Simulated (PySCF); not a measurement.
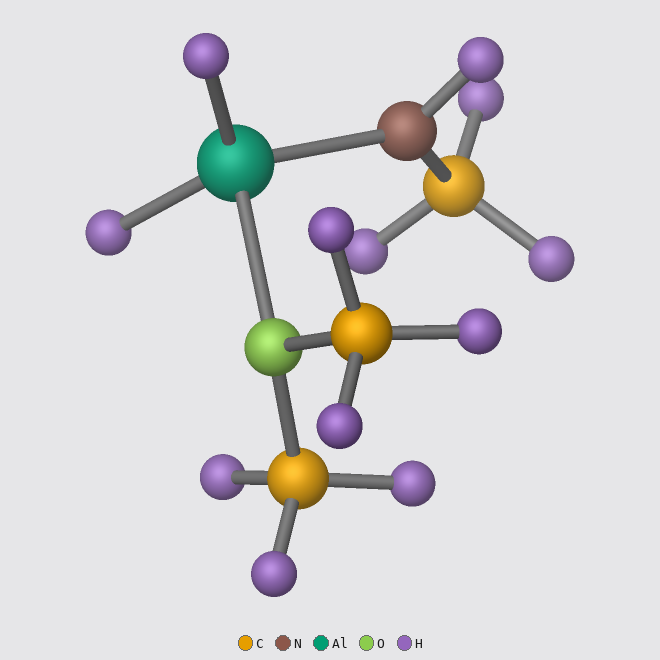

Computed geometry: PBE0-D3(BJ)/def2-SVP optimisation. No frequency run is at hand to confirm it as a minimum. Program: PySCF 2.14.0.

Tabulate HOMO energy (eV), HOMO–LUMO gap (eV) at these levels: B97-2/pcSseg-1; BHandHLYP/pcSseg-1; CAM-B3LYP/pcSseg-1; LC-wPBE/pcSseg-1; WP04/pcSseg-1; ωB97X-D/pcSseg-1.

```
             level  HOMO energy (eV)  HOMO–LUMO gap (eV)
    B97-2/pcSseg-1             −5.55                6.44
BHandHLYP/pcSseg-1             −7.06                8.63
CAM-B3LYP/pcSseg-1             −7.19                8.91
  LC-wPBE/pcSseg-1             −8.59               11.61
     WP04/pcSseg-1             −6.79                6.13
  ωB97X-D/pcSseg-1             −7.69               10.33
```
